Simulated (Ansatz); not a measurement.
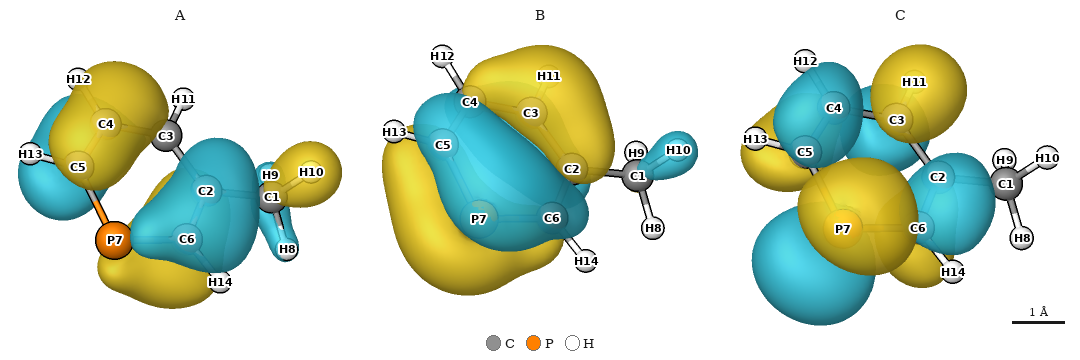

*C₆H₇P (SMILES Cc1cccpc1). Three frontier orbitals at ±0.08 Å⁻³ᐟ² (yellow and cyan are the two phases), in no order.*

Geometry: PBE-D3(BJ)/def2-SVP.

Method: Ansatz, isolated molecule in a Gaussian basis; Kohn-Sham density functional theory, functional PBE0.

Input

```
crystal:
  periodic: [false, false, false]
  atoms:
    - {symbol: C, position_ang: [-2.166084, -0.875440, -0.920604]}
    - {symbol: C, position_ang: [-0.957206, -0.364015, -0.169961]}
    - {symbol: C, position_ang: [-0.327622, -1.200222, 0.777595]}
    - {symbol: C, position_ang: [0.777421, -0.810860, 1.550214]}
    - {symbol: C, position_ang: [1.377317, 0.451395, 1.463795]}
    - {symbol: C, position_ang: [-0.488575, 0.942431, -0.400291]}
    - {symbol: P, position_ang: [0.859421, 1.732953, 0.388848]}
    - {symbol: H, position_ang: [-2.271683, -0.384807, -1.907729]}
    - {symbol: H, position_ang: [-2.117325, -1.971086, -1.078324]}
    - {symbol: H, position_ang: [-3.097094, -0.668589, -0.349961]}
    - {symbol: H, position_ang: [-0.727115, -2.217902, 0.916608]}
    - {symbol: H, position_ang: [1.192999, -1.545868, 2.260513]}
    - {symbol: H, position_ang: [2.244369, 0.663840, 2.112265]}
    - {symbol: H, position_ang: [-1.019330, 1.544705, -1.159205]}
basis:
  gaussian:
    orbitals: def2-SVPD
hamiltonian:
  xc: pbe0
output: {forces: true, orbitals: {seedname: orbitals}}
```

Command:

```sh
ansatz run input.yaml --threads 2 --pin off --max-ram 5220MiB --events-out events.jsonl --progress --plain --runs-dir runs
```

**Order the three orbitals by energy and name them.**

A is the HOMO−1 (−7.49 eV). By Hirshfeld shares it lies mainly on C6 (about 30 %), C4 (about 20 %), C2 (about 15 %) and C5 (about 15 %). B is the HOMO (−6.99 eV). It lies mainly on P7 (about 35 %), C3 (about 20 %), C5 (about 15 %), C2 (about 10 %) and C6 (about 5 %). C is the LUMO (−1.47 eV). It lies mainly on P7 (about 40 %), C3 (about 15 %), C6 (about 10 %), C5 (about 10 %), C4 (about 5 %) and C2 (about 5 %).

**What is the HOMO–LUMO gap?**

5.52 eV between the orbital energies.
